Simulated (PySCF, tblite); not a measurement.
**C₃H₆ClF₃Si: geometry, infrared bands and NMR shifts**

Aim: predict the infrared bands and NMR shifts of C₃H₆ClF₃Si (`FC(F)C[SiH2][C@H](F)Cl`).

Programs: tblite 0.8.0 and PySCF 2.14.0, with density-fitted response routines of our own. Each step states its level of theory. These are calculated values for one molecule in the gas phase, unless marked as measured. Atoms are numbered from 0 throughout.

### 1 The molecule as given

14 atoms, charge 0, multiplicity 1; geometry from: force field or distance geometry start.

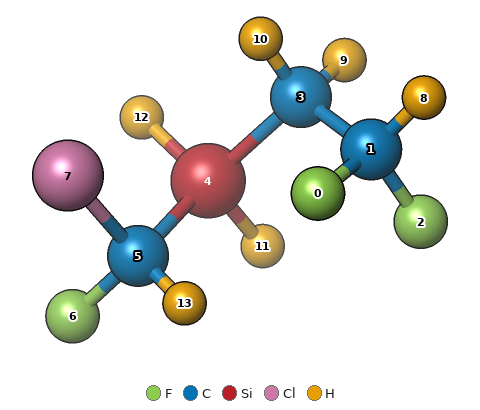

As it starts; fluorine green, carbon blue, silicon red, chlorine pink, hydrogen amber, atoms numbered; sticks join atoms by distance.

### 2 Geometry optimisation with GFN2-xTB

Job settings and geometry (Å):

```
{"job": {"kind": "relax", "xc": "GFN2-xTB", "basis": "xTB"}, "charge": 0, "multiplicity": 1}
F     -1.068200     1.419500    -0.878500
C     -1.747900     0.467700    -0.200100
F     -2.051500    -0.511600    -1.075400
C     -0.867000    -0.086200     0.900800
Si     0.726600    -0.863900     0.302100
C      1.687400     0.273600    -0.791800
F      2.827600    -0.350500    -1.212000
Cl     2.166600     1.729000     0.131600
H     -2.662700     0.891000     0.204800
H     -1.426400    -0.858700     1.467800
H     -0.618500     0.708400     1.607900
H      0.382100    -2.125800    -0.419100
H      1.503600    -1.285100     1.501700
H      1.147600     0.592000    -1.681200
```

Run with:

```bash
OMP_NUM_THREADS=1 python probes_run.py task.json out
```

The driver reads the jobs from task.json and runs them one after another.

The program printed:

```text
step      E/eV     max force
  0    -814.92069    2.473
  1    -815.02583    0.986
  2    -815.05473    0.320
  3    -815.06834    0.387
  4    -815.08192    0.308
  5    -815.08873    0.176
  6    -815.09220    0.123
  7    -815.09394    0.105
  8    -815.09537    0.124
  9    -815.09678    0.112
 10    -815.09795    0.080
 11    -815.09890    0.072
 12    -815.09970    0.084
 13    -815.10034    0.057
 14    -815.10078    0.045
 15    -815.10111    0.049
 16    -815.10145    0.066
 17    -815.10183    0.059
 18    -815.10227    0.053
 19    -815.10269    0.050
 20    -815.10306    0.052
 21    -815.10335    0.054
 22    -815.10360    0.047
 23    -815.10385    0.055
 24    -815.10411    0.042
 25    -815.10441    0.056
 26    -815.10473    0.057
 27    -815.10511    0.060
 28    -815.10558    0.069
 29    -815.10610    0.069
 30    -815.10662    0.060
 31    -815.10706    0.060
 32    -815.10742    0.051
 33    -815.10772    0.041
 34    -815.10796    0.041
 35    -815.10817    0.043
 36    -815.10840    0.050
 37    -815.10865    0.046
 38    -815.10888    0.048
 39    -815.10910    0.043
 40    -815.10932    0.052
 41    -815.10953    0.053
 42    -815.10968    0.034
 43    -815.10978    0.026
 44    -815.10988    0.038
 45    -815.11003    0.043
 46    -815.11022    0.047
 47    -815.11038    0.030
 48    -815.11047    0.025
 49    -815.11052    0.025
 50    -815.11060    0.033
 51    -815.11072    0.041
 52    -815.11086    0.032
 53    -815.11096    0.023
 54    -815.11103    0.024
 55    -815.11112    0.031
 56    -815.11126    0.039
 57    -815.11144    0.041
 58    -815.11163    0.050
 59    -815.11183    0.053
 60    -815.11211    0.052
 61    -815.11258    0.069
 62    -815.11328    0.076
 63    -815.11399    0.074
 64    -815.11457    0.060
 65    -815.11501    0.047
 66    -815.11527    0.052
 67    -815.11533    0.072
 68    -815.11560    0.029
 69    -815.11570    0.026
 70    -815.11581    0.023
 71    -815.11596    0.035
 72    -815.11611    0.029
 73    -815.11620    0.017
 74    -815.11624    0.017
 75    -815.11629    0.024
 76    -815.11638    0.026
 77    -815.11653    0.027
 78    -815.11670    0.028
 79    -815.11684    0.029
 80    -815.11695    0.028
 81    -815.11706    0.030
 82    -815.11720    0.036
 83    -815.11735    0.031
 84    -815.11750    0.042
 85    -815.11768    0.041
 86    -815.11786    0.037
 87    -815.11805    0.033
 88    -815.11817    0.025
 89    -815.11825    0.016
 90    -815.11830    0.016
 91    -815.11834    0.016
 92    -815.11838    0.018
 93    -815.11844    0.016
 94    -815.11852    0.018
 95    -815.11861    0.019
 96    -815.11868    0.020
 97    -815.11874    0.022
 98    -815.11878    0.016
 99    -815.11881    0.019
100    -815.11883    0.013
101    -815.11885    0.013
102    -815.11887    0.015
103    -815.11890    0.019
104    -815.11897    0.022
105    -815.11908    0.028
106    -815.11919    0.029
107    -815.11925    0.015
108    -815.11927    0.009
```

It took 1.4 s on 1 thread of Arm Neoverse N1, shared host; peak memory 0.18 GiB.

Step by step: (not every step is listed)

| step | energy from step 0 (eV) | largest force (eV/Å) |
| --- | --- | --- |
| 0 | 0.0000 | 2.4730 |
| 1 | -0.1051 | 0.9859 |
| 2 | -0.1340 | 0.3197 |
| 3 | -0.1476 | 0.3868 |
| 4 | -0.1612 | 0.3081 |
| 5 | -0.1680 | 0.1759 |
| 6 | -0.1715 | 0.1233 |
| 7 | -0.1732 | 0.1047 |
| 8 | -0.1747 | 0.1240 |
| 17 | -0.1811 | 0.0589 |
| 26 | -0.1840 | 0.0574 |
| 35 | -0.1875 | 0.0433 |
| 44 | -0.1892 | 0.0375 |
| 53 | -0.1903 | 0.0232 |
| 62 | -0.1926 | 0.0764 |
| 71 | -0.1953 | 0.0346 |
| 80 | -0.1963 | 0.0279 |
| 89 | -0.1976 | 0.0161 |
| 98 | -0.1981 | 0.0157 |
| 103 | -0.1982 | 0.0191 |
| 104 | -0.1983 | 0.0218 |
| 105 | -0.1984 | 0.0281 |
| 106 | -0.1985 | 0.0292 |
| 107 | -0.1986 | 0.0154 |
| 108 | -0.1986 | 0.0093 |

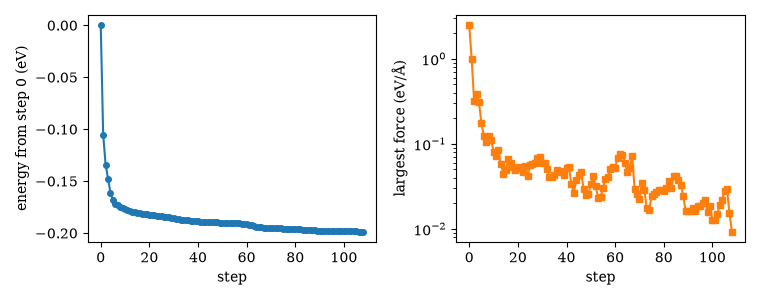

Energy and force, step by step.

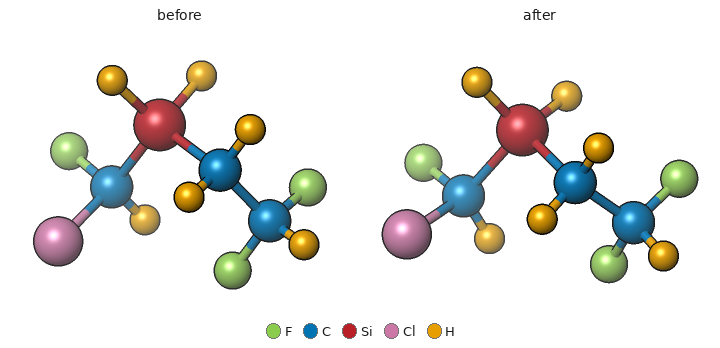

The geometry before (left) and after (right).

Close pairs (by a distance rule), those that changed most:

| bond | before (Å) | after (Å) | change (Å) |
| --- | --- | --- | --- |
| Si4–C5 | 1.848 | 1.933 | +0.085 |
| C3–Si4 | 1.872 | 1.914 | +0.042 |
| Si4–H11 | 1.494 | 1.461 | -0.033 |
| Si4–H12 | 1.490 | 1.461 | -0.029 |
| C3–H9 | 1.110 | 1.088 | -0.022 |
| C1–H8 | 1.086 | 1.102 | +0.015 |
| C1–F2 | 1.348 | 1.358 | +0.009 |
| F0–C1 | 1.352 | 1.359 | +0.007 |

The next job starts from the end point, and lists it.

### 3 Vibrational analysis with GFN2-xTB

Job settings and geometry (Å):

```
{"job": {"kind": "ir", "xc": "GFN2-xTB", "basis": "xTB"}, "charge": 0, "multiplicity": 1}
F     -1.240338     1.003503    -1.208519
C     -1.826847     0.335428    -0.180293
F     -2.326504    -0.803328    -0.724856
C     -0.823669     0.014795     0.902641
Si     0.682410    -0.950978     0.222957
C      1.784275     0.339722    -0.701693
F      2.894543    -0.262401    -1.218204
Cl     2.323080     1.555919     0.492984
H     -2.683492     0.940993     0.155942
H     -1.338764    -0.573802     1.658789
H     -0.510854     0.949417     1.365918
H      0.289262    -1.980948    -0.735294
H      1.461144    -1.456734     1.350469
H      1.315077     0.887940    -1.522482
```

The program printed:

```text
mode    cm-1     km/mol
  1      22.6      2.60
  2      41.0      2.09
  3      83.2      0.56
  4     105.7      0.24
  5     152.0      9.73
  6     192.3      8.81
  7     270.6     11.00
  8     345.1      2.72
  9     363.9     13.29
 10     435.8     50.72
 11     478.4     10.27
 12     535.0      2.22
 13     615.3     11.40
 14     646.4     15.86
 15     670.4    100.27
 16     730.9     38.89
 17     734.7    101.16
 18     756.2    105.58
 19     791.3    138.89
 20     943.8     46.23
 21     969.2    244.51
 22    1028.3    100.20
 23    1115.0     84.44
 24    1139.8      1.12
 25    1151.0     19.62
 26    1237.1    111.05
 27    1255.6     28.55
 28    1277.8     16.93
 29    1293.4     11.35
 30    1435.9      9.74
 31    2307.5    351.50
 32    2309.2    116.22
 33    2880.7     41.40
 34    2937.9      4.95
 35    3012.2     14.65
 36    3027.7      7.11
```

It took 0.89 s on 1 thread of Arm Neoverse N1, shared host; peak memory 0.18 GiB.

The strongest bands and the atoms that carry them (share of the mass-weighted mode):

| cm⁻¹ | km/mol | atoms |
| --- | --- | --- |
| 670 | 100.3 | H12 39 %, C5 16 %, H11 15 % |
| 735 | 101.2 | C5 37 %, H12 21 %, H11 18 % |
| 756 | 105.6 | C5 28 %, H12 19 %, H11 14 %, C3 13 % |
| 791 | 138.9 | C3 28 %, H9 22 %, H10 18 % |
| 969 | 244.5 | C1 41 %, F2 15 %, H9 14 %, F0 14 % |
| 1237 | 111.0 | C3 28 %, C1 20 %, H9 19 %, H10 16 % |
| 2308 | 351.5 | H11 70 %, H12 26 % |
| 2309 | 116.2 | H12 71 %, H11 27 % |

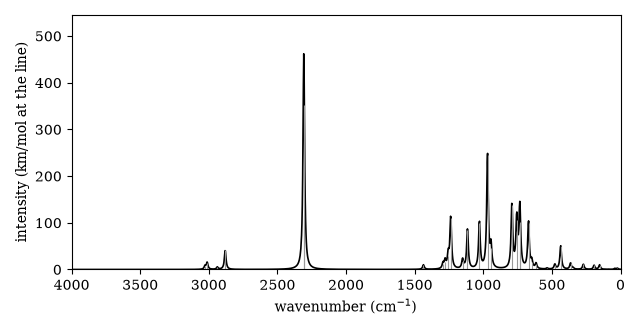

The infrared spectrum from these modes, unscaled. Lines are broadened to a width of 14 cm⁻¹ (Lorentzian).

### 4 NMR shieldings: PBE0/pcSseg-1

The job, as its differences from that of step 3:

```diff
@@ -1,2 +1,2 @@
-{"job": {"kind": "ir", "xc": "GFN2-xTB", "basis": "xTB"}, "charge": 0, "multiplicity": 1}
+{"job": {"kind": "nmr", "xc": "PBE0", "basis": "pcSseg-1"}, "charge": 0, "multiplicity": 1}
 F     -1.240338     1.003503    -1.208519
```

Method: GIAO PBE0/pcSseg-1 NMR shielding, non-relativistic, gas phase.

The program printed:

```text
coarse grid: 13488 points
cycle   1  E = -1166.2053313530  dE =  8.372e-01  |g| = 8.193e-01  |ddm| = 3.240e+00
cycle   2  E = -1166.0979072907  dE =  1.074e-01  |g| = 1.184e+00  |ddm| = 1.088e+00
cycle   3  E = -1166.3200785877  dE = -2.222e-01  |g| = 7.558e-02  |ddm| = 6.497e-01
cycle   4  E = -1166.3209633114  dE = -8.847e-04  |g| = 3.926e-02  |ddm| = 7.677e-02
cycle   5  E = -1166.3212793687  dE = -3.161e-04  |g| = 7.058e-03  |ddm| = 3.035e-02
cycle   6  E = -1166.3212866470  dE = -7.278e-06  |g| = 2.662e-03  |ddm| = 6.111e-03
final grid: 124344 points
cycle   7  E = -1166.3861953723  dE = -4.331e-05  |g| = 7.968e-03  |ddm| = 2.093e-02
cycle   8  E = -1166.3861846117  dE =  1.076e-05  |g| = 1.131e-02  |ddm| = 1.139e-02
cycle   9  E = -1166.3862068809  dE = -2.227e-05  |g| = 8.645e-04  |ddm| = 6.487e-03
cycle  10  E = -1166.3862069854  dE = -1.045e-07  |g| = 2.319e-04  |ddm| = 7.777e-04
cycle  11  E = -1166.3862069955  dE = -1.009e-08  |g| = 7.055e-05  |ddm| = 2.085e-04
cycle  12  E = -1166.3862069964  dE = -8.927e-10  |g| = 2.568e-05  |ddm| = 5.785e-05
converged SCF energy = -1166.3862069964

GIAO shielding tensors (ppm)
atom      isotropic    diamagn.    paramagn.     s11        s22        s33       span
  0 F      301.650     476.494    -174.843    205.793    338.473    360.685    154.892
  1 C       64.837     237.235    -172.398     43.226     68.200     83.086     39.860
  2 F      294.433     474.121    -179.688    187.829    326.238    369.232    181.404
  3 C      164.864     255.365     -90.501    148.579    158.678    187.334     38.755
  4 Si     390.728     878.878    -488.150    367.829    381.908    422.447     54.619
  5 C       77.989     249.812    -171.823     36.866     70.854    126.245     89.379
  6 F      356.262     469.404    -113.142    271.248    334.941    462.596    191.348
  7 Cl     735.892    1146.589    -410.697    441.612    768.199    997.864    556.252
  8 H       25.198      26.587      -1.390     22.745     23.025     29.823      7.078
  9 H       30.457      30.143       0.314     26.130     28.340     36.902     10.773
 10 H       30.056      31.313      -1.257     26.069     29.427     34.673      8.604
 11 H       26.948      28.498      -1.550     23.295     25.736     31.813      8.518
 12 H       27.522      28.206      -0.684     23.929     26.080     32.557      8.627
 13 H       24.935      29.829      -4.893     21.919     25.222     27.664      5.745
```

Run time: 50 s. Hardware: 1 thread of Arm Neoverse N1, shared host; peak memory 0.81 GiB.

Shifts follow as δ = σ(reference) − σ, with reference shieldings (ppm) from runs at the same level and on the same kind of geometry: 1H TMS 31.72, 13C TMS 186.9, 29Si TMS 349.2, 19F CFCl3 170.9, 35Cl HCl 950. The references are single molecules in the gas phase, so shifts against H2O, NH3, PH3, H3PO4 or CFCl3 are not on the usual liquid scales and can be off by tens of ppm.

| atoms | environment | σ (ppm) | δ (ppm) | δ scaled to CDCl3 |
| --- | --- | --- | --- | --- |
| C1 | sp3 CH bonded to 2 F | 64.8 | 122.1 | 117.2 |
| C5 | sp3 CH bonded to Cl and F and Si | 78.0 | 108.9 | 104.4 |
| C3 | sp3 CH2 bonded to Si | 164.9 | 22.1 | 19.6 |
| H13 | hydrogen on an sp3 CH bonded to Cl and F and Si | 24.94 | 6.78 | 6.50 |
| H8 | hydrogen on an sp3 CH bonded to 2 F | 25.20 | 6.52 | 6.25 |
| H11 | hydrogen on a silicon bonded to 2 C | 26.95 | 4.77 | – |
| H12 | hydrogen on a silicon bonded to 2 C | 27.52 | 4.19 | – |
| H10 | hydrogen on an sp3 CH2 bonded to Si | 30.06 | 1.66 | 1.67 |
| H9 | hydrogen on an sp3 CH2 bonded to Si | 30.46 | 1.26 | 1.29 |
| F2 | fluorine of a CF2 group | 294.4 | -123.5 | – |
| F0 | fluorine of a CF2 group | 301.7 | -130.7 | – |
| F6 | fluorine on an sp3 carbon | 356.3 | -185.3 | – |
| Si4 | silicon bonded to 2 C, 2 H | 390.7 | -41.6 | – |
| Cl7 | chlorine bonded to C | 736 | 214 | – |

The scaled column applies a straight-line fit of computed shieldings to shifts measured in CDCl3, with any fitted terms for Cl, Br or S neighbours, and one for carbons that bear F (root-mean-square error 0.16 ppm for H, 1.9 ppm for C).

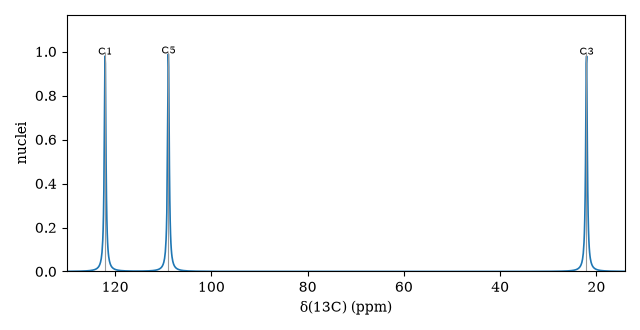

13C lines at the computed shifts, without couplings. Lines are broadened to a width of 0.40 ppm (Lorentzian).

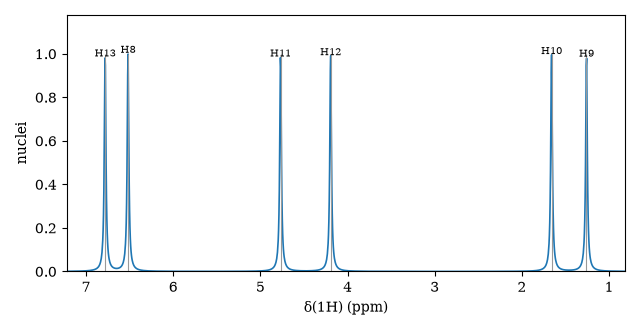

1H lines at the computed shifts, without couplings. Lines are broadened to a width of 0.02 ppm (Lorentzian).

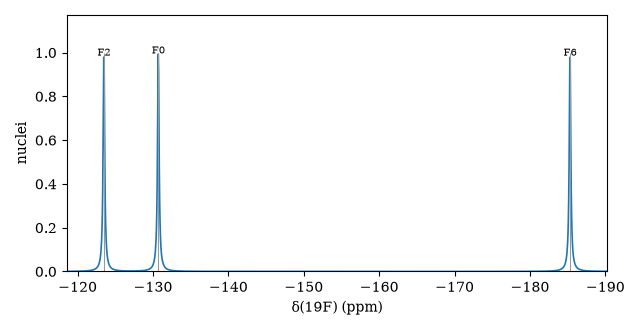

19F lines at the computed shifts, without couplings. Lines are broadened to a width of 0.25 ppm (Lorentzian).

The run also stored atomic charges by several schemes (e):

| atoms | Mulliken | IAO | Hirshfeld | ESP fit |
| --- | --- | --- | --- | --- |
| F0 | -0.31 | -0.31 | -0.09 | -0.25 |
| C1 | 0.48 | 0.45 | 0.15 | 0.46 |
| F2 | -0.30 | -0.31 | -0.10 | -0.24 |
| C3 | -0.59 | -0.58 | -0.18 | -0.57 |
| Si4 | 0.67 | 0.76 | 0.33 | 0.53 |
| C5 | -0.06 | -0.08 | 0.00 | -0.17 |
| F6 | -0.30 | -0.29 | -0.11 | -0.14 |
| Cl7 | -0.15 | -0.10 | -0.06 | -0.11 |

Hirshfeld charges:

F0 -0.09; C1 0.15; F2 -0.10; C3 -0.18; Si4 0.33; C5 0.00; F6 -0.11; Cl7 -0.06; H8 0.05; H9 0.05; H10 0.05; H11 -0.07; H12 -0.07; H13 0.04

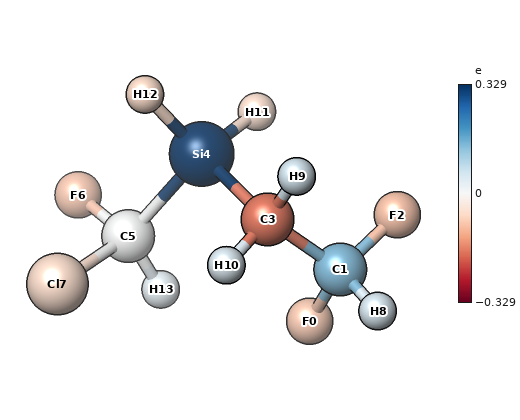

Hirshfeld charges, as colours on the atoms.

Mayer bond orders: F0–C1 0.93, C1–F2 0.94, C1–C3 1.04, C3–Si4 0.85, Si4–C5 0.81, C5–F6 0.90, C5–Cl7 0.97.

### 5 Results

| quantity | value |
| --- | --- |
| strongest single infrared mode (GFN2-xTB) | 2308 cm⁻¹, 352 km/mol |
| zero-point energy (GFN2-xTB) | 53.3 kcal/mol |
| 13C shifts against TMS (PBE0/pcSseg-1) | 122.1, 108.9, 22.1 ppm |
| 1H shifts against TMS (PBE0/pcSseg-1) | 6.78, 6.52, 4.77, 4.19, 1.66, 1.26 ppm |
| 19F shifts against CFCl3 (PBE0/pcSseg-1) | -123.5, -130.7, -185.3 ppm |
| 29Si shifts against TMS (PBE0/pcSseg-1) | -41.6 ppm |
| 35Cl shifts against HCl (PBE0/pcSseg-1) | 214 ppm |

In words: Over 108 steps the energy fell by 0.199 eV; of the close pairs, Si4–C5 changed most, 1.848 to 1.933 Å. No mode is imaginary among the 36: a minimum at this level. Unscaled tight-binding wavenumbers are off by several per cent, some by more. Its intensities can rank the bands wrongly. H13 (hydrogen on an sp3 CH bonded to Cl and F and Si) lies farthest downfield among hydrogen, at 6.78 ppm; its carbon carries Cl and F, which withdraws density. At PBE0/pcSseg-1: The largest span, 556 ppm, is at Cl7, where the paramagnetic term is -411 ppm.
